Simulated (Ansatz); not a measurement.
# C2H3FO (acetyl fluoride) at HF/STO-3G

What is the vertical singlet–triplet gap of C2H3FO (acetyl fluoride) at HF/STO-3G? 

The calculation is run with Ansatz 0.2.0.

50 further runs of the same task are left out: 50 set aside as unsound or not needed.

## Step 1: The system as given

The species is C2H3FO (7 atoms), meant as a singlet with charge 0. As SMILES, `CC(=O)F`. Geometry: relaxed at PBE0-D4/def2-TZVP.

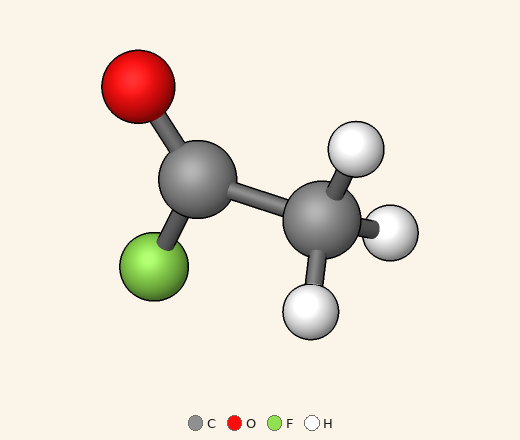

The structure, seen from a chosen angle (carbon grey, oxygen red, fluorine green, hydrogen white).

## Step 2: The energy at HF/STO-3G

The input, run.yaml:

```yaml
crystal:
  periodic: [false, false, false]
  atoms:
    - {symbol: C, position_ang: [0.485310, 0.015050, 0.443640]}
    - {symbol: C, position_ang: [-0.694890, -0.034350, -0.460580]}
    - {symbol: O, position_ang: [-1.835410, -0.165690, -0.191770]}
    - {symbol: F, position_ang: [-0.310690, 0.097630, -1.749400]}
    - {symbol: H, position_ang: [0.165320, -0.091900, 1.476660]}
    - {symbol: H, position_ang: [1.180650, -0.783140, 0.176830]}
    - {symbol: H, position_ang: [1.009710, 0.962410, 0.304610]}
basis:
  gaussian:
    orbitals: STO-3G
total_charge: 0
hamiltonian:
  xc: hf
accuracy: high
output:
  orbitals: {seedname: orbitals}
```

The run is started by

```sh
$ ansatz run run.yaml --threads 1 --pin off --max-ram 3480MiB --events-out events.jsonl --progress --plain --runs-dir runs
```

What it wrote:

```text
Warning: RAYON_NUM_THREADS=1 ignored (pool sized by the plan → 1); use --threads N
Functional definition: HF
  name "HF"
  exchange = exact_x
  correlation = 0
447 factors; integrals over basis functions are off by at most 5.2e-8 eV
mean field evaluation 1: about -6754.8041 eV, gradient 3.9e1 eV
mean field evaluation 2: about -6754.9590 eV, gradient 3.9e1 eV
mean field evaluation 4: about -6759.7568 eV, gradient 2.9e0 eV
mean field evaluation 8: about -6759.8225 eV, gradient 1.0e-1 eV
mean field -6759.82251699 eV, -248.4188955271 hartree, gradient 1.5e-8 eV, S^2 0.000000; 0 other end points of the search recorded, 0 dependent functions left out
reference -6759.82251699 eV, -248.4188955271 hartree; 16, 16 occupied and 7, 7 virtual orbitals, 447 factors
Total energy: -6759.82251699 eV, -248.4188955271 hartree
```

It took 0.16 s on 1 thread of Arm Neoverse V1, shared host.

## Step 3: The triplet at the same level

The input, in.yaml:

```yaml
crystal:
  periodic: [false, false, false]
  atoms:
    - symbol: C
      position_ang: [0.485310, 0.015050, 0.443640]
    - symbol: C
      position_ang: [-0.694890, -0.034350, -0.460580]
    - symbol: O
      position_ang: [-1.835410, -0.165690, -0.191770]
    - symbol: F
      position_ang: [-0.310690, 0.097630, -1.749400]
    - symbol: H
      position_ang: [0.165320, -0.091900, 1.476660]
    - symbol: H
      position_ang: [1.180650, -0.783140, 0.176830]
    - symbol: H
      position_ang: [1.009710, 0.962410, 0.304610]
basis:
  gaussian:
    orbitals: STO-3G
total_charge: 0
magnetization:
  spin_polarized: true
  initial_magnetization: 2
hamiltonian:
  xc: hf
accuracy: high
output: {orbitals: {seedname: orbitals}}
```

The run is started by

```sh
$ ansatz run in.yaml --threads 1 --pin off --max-ram 3480MiB --events-out events.jsonl --progress --plain --runs-dir runs
```

What it wrote:

```text
Warning: RAYON_NUM_THREADS=1 ignored (pool sized by the plan → 1); use --threads N
Functional definition: HF
  name "HF"
  exchange = exact_x
  correlation = 0
447 factors; integrals over basis functions are off by at most 5.2e-8 eV
mean field evaluation 1: about -6752.7428 eV, gradient 1.8e1 eV
mean field evaluation 2: about -6752.9544 eV, gradient 1.8e1 eV
mean field evaluation 4: about -6756.0822 eV, gradient 2.8e0 eV
mean field evaluation 8: about -6756.3010 eV, gradient 1.2e-1 eV
mean field evaluation 16: about -6756.2986 eV, gradient 2.0e-8 eV
mean field -6756.29862142 eV, -248.2893947537 hartree, gradient 2.0e-8 eV, S^2 2.005540; 0 other end points of the search recorded, 0 dependent functions left out
reference -6756.29862142 eV, -248.2893947537 hartree; 17, 15 occupied and 6, 8 virtual orbitals, 447 factors
Total energy: -6756.29862142 eV, -248.2893947537 hartree
```

Wall time 0.22 s (1 thread of Arm Neoverse V1, shared host).

## Step 4: Outcome

Level: HF/STO-3G.

| quantity | value |
| --- | --- |
| singlet: total energy | -248.41890 Eh |
| singlet: HOMO energy | -9.97 eV |
| singlet: LUMO energy | 8.12 eV |
| singlet: HOMO–LUMO gap | 18.09 eV |
| triplet: total energy | -248.28939 Eh |
| triplet: HOMO energy (highest over α and β) | -5.06 eV |
| triplet: LUMO energy (lowest over α and β) | 5.72 eV |
| triplet: ⟨S²⟩ | 2.006 |
| vertical energy of the triplet above the singlet | 3.524 eV |

In words: At this shape the triplet lies 3.52 eV (81 kcal/mol) above the singlet. In a minimal basis such a difference can be off by several eV, whatever the method.
